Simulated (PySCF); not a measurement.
```xyz
5

F    -0.3820   -1.1884    0.4982
S     0.1427   -0.0232   -0.4332
F     0.0587    1.2165    0.5444
F     1.6554   -0.3118    0.1805
F    -1.4399    0.2730   -0.8301
```

Geometry: PBE0-D3(BJ)/def2-SVP.

The calculation used PBE0/def2-SVPD, SCF density, gas phase in PySCF 2.14.0.

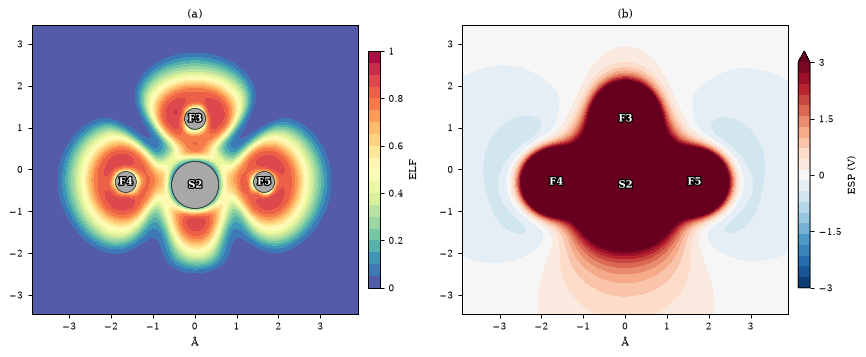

F₄S. (a) electron localisation function; (b) electrostatic potential on the plane of atoms F3, S2 and F4. Grey discs cover the atomic cores in the ELF map.

> What do the fields say about this system?

The plane passes through S and F nuclei.
S–F (1.58 Å): the ELF peaks at about 0.80 between the atoms: a polar covalent bond.
S–F (1.66 Å): the ELF peaks at about 0.80 between the atoms, as expected for a polar covalent bond.
The ELF also peaks beside F4, F5 and F3, away from the bonds: lone-pair regions.
Outside the dense part of the molecule the potential is most negative (−0.6 V) near F4 and F5.
